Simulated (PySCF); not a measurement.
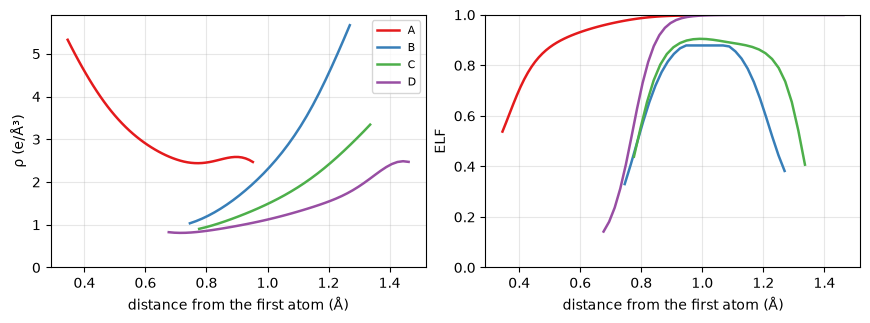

H₉NO₃Si₃ (SMILES O[SiH2]N([SiH2]O)[SiH2]O). Total electron density and ELF along straight lines between neighbouring atoms. The curves leave out the atomic cores.

Geometry: GFN2-xTB.

The calculation used CAM-B3LYP/def2-SVPD, SCF density, gas phase (PySCF).

```xyz
16

O    -1.8947    1.9997    0.5462
Si   -0.3111    1.8637    0.2761
N     0.1677    0.1842    0.1625
Si   -0.8206   -1.2126    0.3949
O    -2.3299   -0.6495    0.7384
Si    1.8298   -0.0939   -0.2026
O     1.9391   -1.7150   -0.2452
H    -2.3551    1.1630    0.6722
H     0.4243    2.4597    1.3926
H    -0.0036    2.5044   -1.0020
H    -0.9195   -2.0043   -0.8315
H    -0.3744   -1.9954    1.5483
H    -3.0142   -1.2905    0.9032
H     2.6961    0.4439    0.8478
H     2.1788    0.4714   -1.5065
H     2.7799   -2.1197   -0.4383
```

Question: Which curve belongs to which contact (O–H, Si–H, Si–N and Si–O)? The first atom named is at distance zero.

Answer: Curve A: O–H (0.95 Å): ρ at the midpoint is about 3.8 e/Å³; the ELF climbs to about 1 towards the hydrogen, as it does in any bond to H; an ordinary covalent bond to hydrogen. Curve B: Si–O (1.61 Å): ρ is about 1.2 e/Å³ halfway; the ELF peaks at about 0.90 between the atoms, as expected for a polar covalent bond. Curve C: Si–N (1.72 Å): ρ is about 1.1 e/Å³ halfway; the ELF peaks at about 0.90 between the atoms; a shared but strongly polarised pair. Curve D: Si–H (1.46 Å): the density is about 0.81 e/Å³ at the midpoint; the ELF climbs to about 1 towards the hydrogen.
